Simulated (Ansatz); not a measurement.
# Geometry relaxation, with input and output: C4H14OSi2 (part 1 of 3)

C4H14OSi2, SMILES C[SiH](C)O[SiH](C)C, computed with RKS PBE0-D4/def2-TZVP (Ansatz 0.2.0).

The geometry: PBE-D4/def2-SVP start. Figures and captions count atoms from 1; the log counts them from 0 in places.

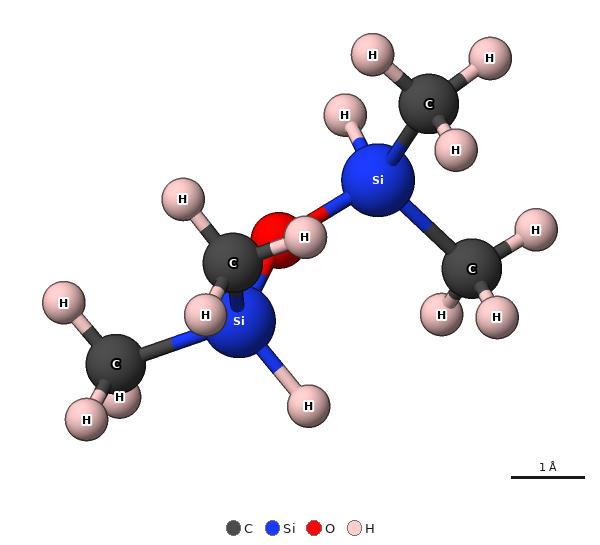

**Figure 1.** The input geometry (ball-and-stick view, seen at a tilt).

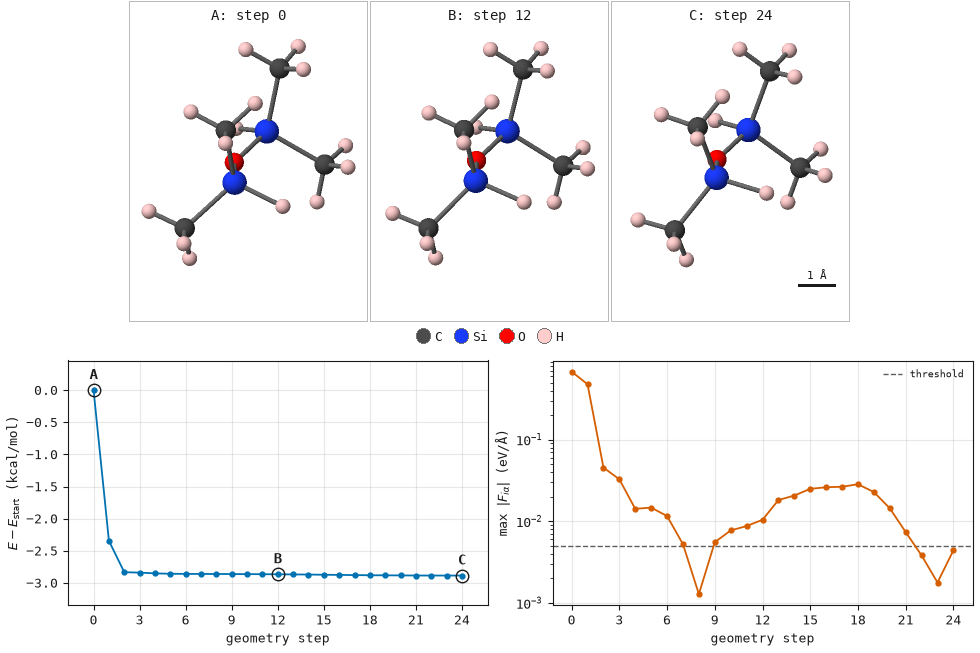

**Figure 2.** Frames of the relaxation (ball-and-stick view, seen at a tilt) above the curves, on which the letters mark them (the first geometry is step 0 here and step 1 in the log).

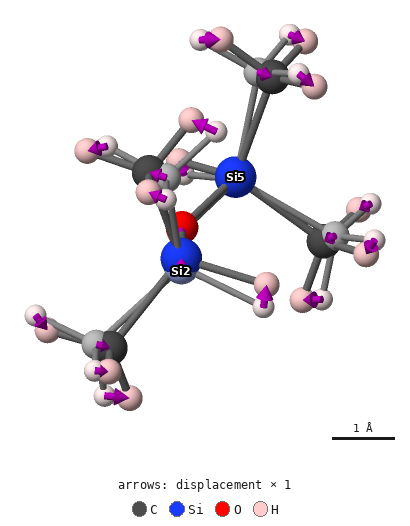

**Figure 3.** Start (faint) and end (solid) with the displacements as pink arrows, at true length (ball-and-stick view, seen at a tilt). The two geometries are laid on each other by the best rigid fit. After 24 geometry steps the energy has fallen by 2.89 kcal/mol. The largest force component goes from 0.68 to 0.0044 eV/Å. The atom that moves furthest after the best rigid fit is H9 (0.45 Å). By element the largest moves are H 0.45 Å, C 0.30 Å, Si 0.13 Å, O 0.09 Å. Among the contacts that change: O4–Si5 1.680 → 1.640 Å, C1–Si2 1.885 → 1.864 Å, Si5–C6 1.886 → 1.866 Å, Si2–H11 1.513 → 1.495 Å. (Atoms are counted from 1 in the order of the input.)

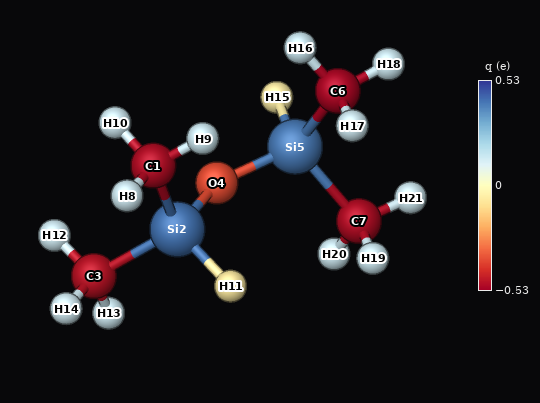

**Figure 4.** Mulliken charges, as the colour of each atom (ball-and-stick view, seen at a tilt; atoms are numbered from 1 in the order of the input; Mulliken charges depend strongly on the basis). By element: C −0.51 to −0.48, Si +0.41 to +0.42, O −0.37 and H −0.06 to +0.14 e.

The input and output of the run follow.

Input:
```yaml
crystal:
  periodic: [false, false, false]
  atoms:
    - {symbol: C, position_ang: [0.656311, 0.963799, 2.142013]}
    - {symbol: Si, position_ang: [0.705868, -0.629676, 1.136504]}
    - {symbol: C, position_ang: [0.465800, -2.134693, 2.234815]}
    - {symbol: O, position_ang: [-0.528750, -0.626308, -0.001971]}
    - {symbol: Si, position_ang: [-1.023002, 0.062634, -1.452635]}
    - {symbol: C, position_ang: [-1.159342, 1.934698, -1.269879]}
    - {symbol: C, position_ang: [0.183193, -0.392082, -2.826478]}
    - {symbol: H, position_ang: [1.458759, 0.973335, 2.908779]}
    - {symbol: H, position_ang: [0.794211, 1.854340, 1.495428]}
    - {symbol: H, position_ang: [-0.317490, 1.067924, 2.663505]}
    - {symbol: H, position_ang: [2.035671, -0.722832, 0.421769]}
    - {symbol: H, position_ang: [-0.505246, -2.078760, 2.768148]}
    - {symbol: H, position_ang: [0.473901, -3.067600, 1.635945]}
    - {symbol: H, position_ang: [1.273072, -2.204408, 2.992860]}
    - {symbol: H, position_ang: [-2.381506, -0.514482, -1.754473]}
    - {symbol: H, position_ang: [-1.825806, 2.203629, -0.425243]}
    - {symbol: H, position_ang: [-0.165614, 2.392211, -1.082448]}
    - {symbol: H, position_ang: [-1.575175, 2.393147, -2.191245]}
    - {symbol: H, position_ang: [1.192527, 0.022339, -2.624232]}
    - {symbol: H, position_ang: [0.278895, -1.492796, -2.920772]}
    - {symbol: H, position_ang: [-0.160876, 0.006184, -3.803689]}
basis:
  gaussian: {orbitals: def2-TZVP}
hamiltonian: {xc: pbe0, dispersion: d4}
relax: {f_tol: 0.005, max_steps: 150}
```

Launch command:
```bash
ansatz run in.yaml --threads 2 --pin off --events-out ev --progress --plain --max-ram 32768MiB --backend cuda --devices 0, --max-vram 18GiB
```

Log:
```
Functional definition: PBE0
  name "PBE0"
  cite "Adamo & Barone, J. Chem. Phys. 110, 6158 (1999) doi:10.1063/1.478522"
  cite "Perdew, Burke & Ernzerhof, Phys. Rev. Lett. 77, 3865 (1996) doi:10.1103/PhysRevLett.77.3865"
  parent pbe
  parameter a = 0.25
  parameter kappa = 0.804
  parameter beta = 0.06672455060314922
  exchange = (1 - a)*pbe_x(kappa = kappa, mu = beta*pi^2/3) + a*exact_x
  correlation = pbe_c(beta = beta)
2023 factors; their error is unknown
mean field evaluation 1: about -22151.1894 eV, gradient 9.9e1 eV
mean field evaluation 2: about -22140.7906 eV, gradient 1.2e2 eV
mean field evaluation 4: about -22171.3306 eV, gradient 5.9e0 eV
mean field evaluation 8: about -22171.3989 eV, gradient 4.5e-2 eV
mean field evaluation 16: about -22171.4524 eV, gradient 1.5e-4 eV
mean field -22171.45243590 eV, -814.7858486692 hartree, gradient 2.5e-5 eV, S^2 0.000000; 0 other end points of the search recorded, 0 dependent functions left out
the calculation of the forces begins
reference -22171.45248018 eV, -814.7858502965 hartree; 37, 37 occupied and 276, 276 virtual orbitals, 2023 factors
relax step   1: F+E_penalty+E_count = -22171.88504537 eV  Δ(F+E_penalty+E_count) = +0.000e0 eV  max|allowed force component| = 6.812e-1 eV/Å  Δτ_max = 0.0000 Å  (28 SCF iters, accepted)
these checks for a lower state are left out or cut short: starts, cluster_reference, orbital_swaps, neighbouring_geometries, increment
2023 factors; their error is unknown
mean field -22171.55011401 eV, -814.7894382733 hartree, gradient 1.3e-5 eV, S^2 0.000000; 0 other end points of the search recorded, 0 dependent functions left out
[... from here on the field's lines of each further geometry are left out, up to the last ...]
relax step   2: F+E_penalty+E_count = -22171.98673297 eV  Δ(F+E_penalty+E_count) = -1.017e-1 eV  max|allowed force component| = 4.773e-1 eV/Å  Δτ_max = 0.0378 Å  (30 SCF iters, accepted)
relax step   3: F+E_penalty+E_count = -22172.00792682 eV  Δ(F+E_penalty+E_count) = -2.119e-2 eV  max|allowed force component| = 4.559e-2 eV/Å  Δτ_max = 0.0283 Å  (30 SCF iters, accepted)
relax step   4: F+E_penalty+E_count = -22172.00820751 eV  Δ(F+E_penalty+E_count) = -2.807e-4 eV  max|allowed force component| = 3.269e-2 eV/Å  Δτ_max = 0.0048 Å  (31 SCF iters, accepted)
relax step   5: F+E_penalty+E_count = -22172.00871104 eV  Δ(F+E_penalty+E_count) = -5.035e-4 eV  max|allowed force component| = 1.423e-2 eV/Å  Δτ_max = 0.0174 Å  (30 SCF iters, accepted)
relax step   6: F+E_penalty+E_count = -22172.00898250 eV  Δ(F+E_penalty+E_count) = -2.715e-4 eV  max|allowed force component| = 1.474e-2 eV/Å  Δτ_max = 0.0255 Å  (30 SCF iters, accepted)
relax step   7: F+E_penalty+E_count = -22172.00905697 eV  Δ(F+E_penalty+E_count) = -7.447e-5 eV  max|allowed force component| = 1.162e-2 eV/Å  Δτ_max = 0.0190 Å  (30 SCF iters, accepted)
relax step   8: F+E_penalty+E_count = -22172.00910670 eV  Δ(F+E_penalty+E_count) = -4.973e-5 eV  max|allowed force component| = 5.251e-3 eV/Å  Δτ_max = 0.0036 Å  (31 SCF iters, accepted)
relax step   9: F+E_penalty+E_count = -22172.00913216 eV  Δ(F+E_penalty+E_count) = -2.546e-5 eV  max|allowed force component| = 1.286e-3 eV/Å  Δτ_max = 0.0050 Å  (31 SCF iters, accepted)
relax step  10: F+E_penalty+E_count = -22172.00917534 eV  Δ(F+E_penalty+E_count) = -4.318e-5 eV  max|allowed force component| = 5.555e-3 eV/Å  Δτ_max = 0.0161 Å  (30 SCF iters, accepted)
relax step  11: F+E_penalty+E_count = -22172.00922187 eV  Δ(F+E_penalty+E_count) = -4.653e-5 eV  max|allowed force component| = 7.736e-3 eV/Å  Δτ_max = 0.0251 Å  (30 SCF iters, accepted)
relax step  12: F+E_penalty+E_count = -22172.00927243 eV  Δ(F+E_penalty+E_count) = -5.055e-5 eV  max|allowed force component| = 8.759e-3 eV/Å  Δτ_max = 0.0322 Å  (30 SCF iters, accepted)
relax step  13: F+E_penalty+E_count = -22172.00933092 eV  Δ(F+E_penalty+E_count) = -5.850e-5 eV  max|allowed force component| = 1.045e-2 eV/Å  Δτ_max = 0.0268 Å  (30 SCF iters, accepted)
relax step  14: F+E_penalty+E_count = -22172.00941930 eV  Δ(F+E_penalty+E_count) = -8.838e-5 eV  max|allowed force component| = 1.823e-2 eV/Å  Δτ_max = 0.0335 Å  (30 SCF iters, accepted)
relax step  15: F+E_penalty+E_count = -22172.00951018 eV  Δ(F+E_penalty+E_count) = -9.088e-5 eV  max|allowed force component| = 2.071e-2 eV/Å  Δτ_max = 0.0230 Å  (30 SCF iters, accepted)
relax step  16: F+E_penalty+E_count = -22172.00965154 eV  Δ(F+E_penalty+E_count) = -1.414e-4 eV  max|allowed force component| = 2.500e-2 eV/Å  Δτ_max = 0.0410 Å  (30 SCF iters, accepted)
relax step  17: F+E_penalty+E_count = -22172.00974168 eV  Δ(F+E_penalty+E_count) = -9.015e-5 eV  max|allowed force component| = 2.616e-2 eV/Å  Δτ_max = 0.0239 Å  (30 SCF iters, accepted)
relax step  18: F+E_penalty+E_count = -22172.00987593 eV  Δ(F+E_penalty+E_count) = -1.342e-4 eV  max|allowed force component| = 2.652e-2 eV/Å  Δτ_max = 0.0412 Å  (30 SCF iters, accepted)
relax step  19: F+E_penalty+E_count = -22172.00997665 eV  Δ(F+E_penalty+E_count) = -1.007e-4 eV  max|allowed force component| = 2.846e-2 eV/Å  Δτ_max = 0.0513 Å  (29 SCF iters, accepted)
relax step  20: F+E_penalty+E_count = -22172.01003112 eV  Δ(F+E_penalty+E_count) = -5.447e-5 eV  max|allowed force component| = 2.285e-2 eV/Å  Δτ_max = 0.0282 Å  (31 SCF iters, accepted)
relax step  21: F+E_penalty+E_count = -22172.01009229 eV  Δ(F+E_penalty+E_count) = -6.117e-5 eV  max|allowed force component| = 1.445e-2 eV/Å  Δτ_max = 0.0195 Å  (30 SCF iters, accepted)
relax step  22: F+E_penalty+E_count = -22172.01015620 eV  Δ(F+E_penalty+E_count) = -6.391e-5 eV  max|allowed force component| = 7.385e-3 eV/Å  Δτ_max = 0.0228 Å  (30 SCF iters, accepted)
relax step  23: F+E_penalty+E_count = -22172.01017496 eV  Δ(F+E_penalty+E_count) = -1.876e-5 eV  max|allowed force component| = 3.825e-3 eV/Å  Δτ_max = 0.0160 Å  (30 SCF iters, accepted)
relax step  24: F+E_penalty+E_count = -22172.01018419 eV  Δ(F+E_penalty+E_count) = -9.235e-6 eV  max|allowed force component| = 1.783e-3 eV/Å  Δτ_max = 0.0167 Å  (30 SCF iters, accepted)
the calculation of the forces begins
reference -22171.57233916 eV, -814.7902550326 hartree; 37, 37 occupied and 276, 276 virtual orbitals, 2023 factors
relax step  25: F+E_penalty+E_count = -22172.01018914 eV  Δ(F+E_penalty+E_count) = -4.947e-6 eV  max|allowed force component| = 4.414e-3 eV/Å  Δτ_max = 0.0141 Å  (31 SCF iters, accepted)
2023 factors; their error is unknown
mean field evaluation 192: about -22171.4513 eV, gradient 6.1e0 eV
mean field -22171.57229533 eV, -814.7902534219 hartree, gradient 3.0e-5 eV, S^2 0.000000; 1 other end points of the search recorded, 0 dependent functions left out
the calculation of the forces begins
reference -22171.57233916 eV, -814.7902550326 hartree; 37, 37 occupied and 276, 276 virtual orbitals, 2023 factors
Total energy: -22172.01023297 eV, -814.8063473333 hartree
Atom 0 at     0.409069     0.944477     2.300333 Å, force     0.000654     0.000381     0.002206 eV/Å
Atom 1 at     0.666879    -0.502351     1.153759 Å, force     0.000147    -0.001305    -0.001429 eV/Å
Atom 2 at     0.638836    -2.117577     2.075824 Å, force    -0.000539    -0.000947     0.000811 eV/Å
Atom 3 at    -0.517880    -0.535177     0.020900 Å, force    -0.000392     0.001484    -0.000508 eV/Å
Atom 4 at    -1.011867     0.111312    -1.403325 Å, force    -0.001122    -0.001943     0.001422 eV/Å
Atom 5 at    -0.903820     1.973005    -1.340517 Å, force    -0.000014     0.001785     0.000066 eV/Å
Atom 6 at     0.019342    -0.566500    -2.799617 Å, force     0.004414    -0.001636    -0.001259 eV/Å
Atom 7 at     1.193265     0.981628     3.061630 Å, force    -0.000162    -0.000062    -0.000329 eV/Å
Atom 8 at     0.429053     1.889642     1.752230 Å, force    -0.000120     0.000910    -0.000594 eV/Å
Atom 9 at    -0.554839     0.869349     2.810794 Å, force    -0.000415    -0.000021    -0.000193 eV/Å
Atom 10 at     1.984780    -0.343083     0.466088 Å, force     0.000027     0.000160     0.000012 eV/Å
Atom 11 at    -0.321564    -2.259389     2.578424 Å, force     0.000410     0.000067    -0.000318 eV/Å
Atom 12 at     0.791192    -2.957503     1.394118 Å, force     0.000066     0.000070    -0.000062 eV/Å
Atom 13 at     1.426822    -2.148341     2.833162 Å, force     0.000224     0.000269    -0.000114 eV/Å
Atom 14 at    -2.432417    -0.296328    -1.587213 Å, force    -0.000373     0.000127     0.000169 eV/Å
Atom 15 at    -1.493228     2.373461    -0.512032 Å, force     0.000261    -0.000396    -0.000168 eV/Å
Atom 16 at     0.131116     2.303761    -1.213743 Å, force    -0.000075    -0.000224     0.000032 eV/Å
Atom 17 at    -1.283624     2.414079    -2.266346 Å, force    -0.000096    -0.000194     0.000032 eV/Å
Atom 18 at     1.070140    -0.287884    -2.680926 Å, force    -0.002375    -0.000674    -0.000159 eV/Å
Atom 19 at    -0.039781    -1.657001    -2.834727 Å, force    -0.000661     0.002051     0.000285 eV/Å
Atom 20 at    -0.326071    -0.178976    -3.762115 Å, force     0.000143     0.000097     0.000098 eV/Å
Dipole moment:     0.090685     0.100973     0.036511 e Å
```

Trajectory as extended XYZ (Å, eV, eV/Å), 23 of the 25 frames kept, from step=1 to step=25:
```
21
Properties=species:S:1:pos:R:3:forces:R:3 step=1 energy=-22171.88504
C     0.6563    0.9638    2.1420   -0.0126   0.1656   0.0811
Si    0.7059   -0.6297    1.1365   -0.6295   0.0411  -0.5030
C     0.4658   -2.1347    2.2348   -0.0361  -0.1644   0.0923
O    -0.5288   -0.6263   -0.0020    0.4761   0.4394  -0.2112
Si   -1.0230    0.0626   -1.4526    0.3217  -0.2702   0.6812
C    -1.1593    1.9347   -1.2699   -0.0118   0.1784   0.0381
C     0.1832   -0.3921   -2.8265    0.1239  -0.0583  -0.1198
H     1.4588    0.9733    2.9088   -0.3759  -0.0155  -0.3666
H     0.7942    1.8543    1.4954   -0.0631  -0.4294   0.3049
H    -0.3175    1.0679    2.6635    0.4594  -0.0539  -0.2476
H     2.0357   -0.7228    0.4218   -0.2974   0.0236   0.1403
H    -0.5052   -2.0788    2.7681    0.4588  -0.0211  -0.2523
H     0.4739   -3.0676    1.6359    0.0016   0.4466   0.2811
H     1.2731   -2.2044    2.9929   -0.3773   0.0383  -0.3588
H    -2.3815   -0.5145   -1.7545    0.2919   0.1144   0.0812
H    -1.8258    2.2036   -0.4252    0.3163  -0.1338  -0.4014
H    -0.1656    2.3922   -1.0824   -0.4688  -0.2192  -0.0934
H    -1.5752    2.3931   -2.1912    0.1995  -0.2306   0.4292
H     1.1925    0.0223   -2.6242   -0.4794  -0.1922  -0.0918
H     0.2789   -1.4928   -2.9208   -0.0516   0.5228   0.0474
H    -0.1609    0.0062   -3.8037    0.1543  -0.1816   0.4691
21
Properties=species:S:1:pos:R:3:forces:R:3 step=2 energy=-22171.98673
C     0.6478    0.9619    2.1219    0.0034   0.0034   0.0047
Si    0.6943   -0.6227    1.1252   -0.4731   0.0031  -0.3183
C     0.4613   -2.1216    2.2140    0.0127  -0.0045   0.0132
O    -0.5278   -0.6219   -0.0008    0.2980   0.2750  -0.1247
Si   -1.0117    0.0620   -1.4367    0.2186  -0.1944   0.4773
C    -1.1478    1.9216   -1.2550    0.0027   0.0058  -0.0024
C     0.1856   -0.3926   -2.8015    0.0030   0.0008  -0.0029
H     1.4438    0.9688    2.8782   -0.1065  -0.0023  -0.1021
H     0.7852    1.8419    1.4812   -0.0170  -0.1240   0.0841
H    -0.3142    1.0664    2.6401    0.1285  -0.0152  -0.0696
H     2.0080   -0.7128    0.4118   -0.0604   0.0080   0.0314
H    -0.4990   -2.0706    2.7427    0.1273  -0.0039  -0.0719
H     0.4736   -3.0435    1.6200    0.0010   0.1295   0.0735
H     1.2611   -2.1878    2.9631   -0.1076   0.0064  -0.0973
H    -2.3574   -0.5110   -1.7322    0.0597   0.0334   0.0032
H    -1.8081    2.1879   -0.4204    0.0893  -0.0409  -0.1135
H    -0.1651    2.3757   -1.0714   -0.1316  -0.0612  -0.0272
H    -1.5595    2.3711   -2.1684    0.0566  -0.0625   0.1208
H     1.1855    0.0139   -2.6014   -0.1343  -0.0536  -0.0253
H     0.2751   -1.4817   -2.8975   -0.0161   0.1480   0.0163
H    -0.1555    0.0056   -3.7663    0.0456  -0.0510   0.1310
```
